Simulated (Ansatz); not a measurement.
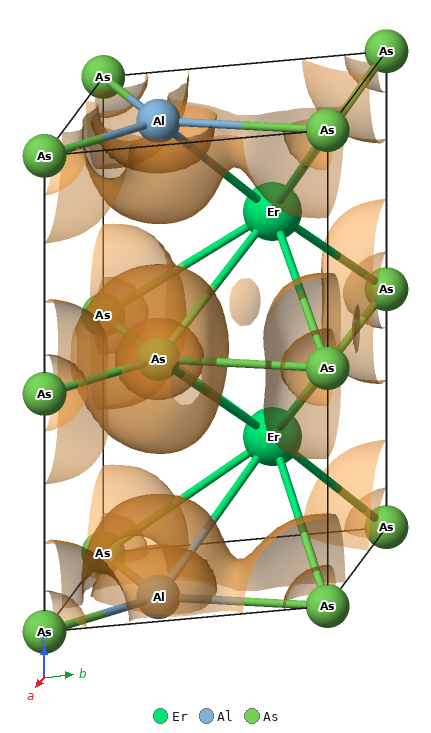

Figure. Er2AlAs3. Isosurface of the electron localisation function at 0.55 (orange), seen slightly off an axis. Core shells and regions of very low density are left out. Sticks mark near contacts.

Space group P-6m2; a structure generated by program, which may or may not match a known phase; computed without spin polarisation; no Hubbard U on the f states and no spin–orbit coupling.

The calculation used DFT PBE, scalar-relativistic, plane waves, PAW; 4f electrons in the core of a trivalent norm-conserving potential in Ansatz 0.2.0.

```xyz
6
Lattice="4.4850 0.0000 0.0000 -2.2425 3.8841 0.0000 0.0000 0.0000 7.4178" Properties=species:S:1:pos:R:3 pbc="T T T"
Er    0.0000    2.5894    1.9553
Er    0.0000    2.5894    5.4625
Al    2.2425    1.2947    0.0000
As    2.2425    1.2947    3.7089
As    0.0000    0.0000    0.0000
As    0.0000    0.0000    3.7089
```

### Describe the localisation domains.

The ELF exceeds this value in two regions wrapped around As (the valence shell of each) and sheets that run through the cell in two directions, counted in one cell of 6 atoms. Any copies at cell faces, edges or corners count once. Profiles from the grid: Al–As (2.59 Å): the ELF peaks at about 0.65 between the atoms. As–As (2.59 Å): the ELF is about 0.40 at the midpoint.
